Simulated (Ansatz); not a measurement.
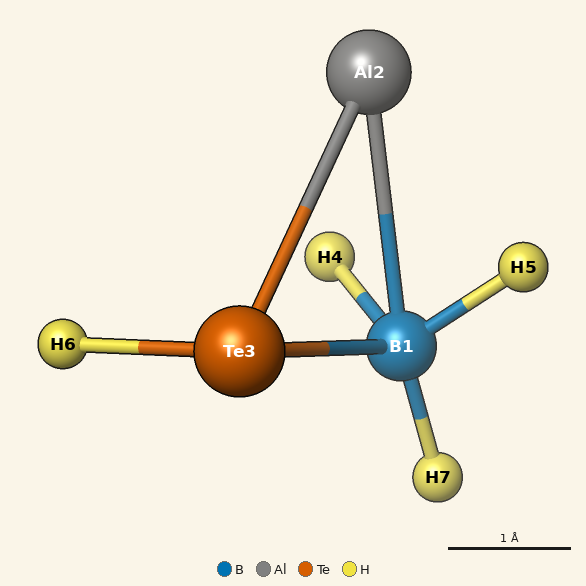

Orthographic view. Depth is shown by fading: the farther an atom, the more it takes the colour of the background. The computed structure is the end point of a PBE-D4/def2-SVP optimisation. No frequency run is at hand to confirm it as a minimum.

List all interatomic distances (Å) as a matrix.

```
atom    B1   Al2   Te3    H4    H5    H6    H7
  B1  0.00                                    
 Al2  2.32  0.00                              
 Te3  2.30  2.90  0.00                        
  H4  1.26  2.03  2.92  0.00                  
  H5  1.26  2.05  2.85  2.02  0.00            
  H6  2.98  3.42  1.68  2.98  3.90  0.00      
  H7  1.21  3.51  3.04  2.06  2.06  3.61  0.00
```
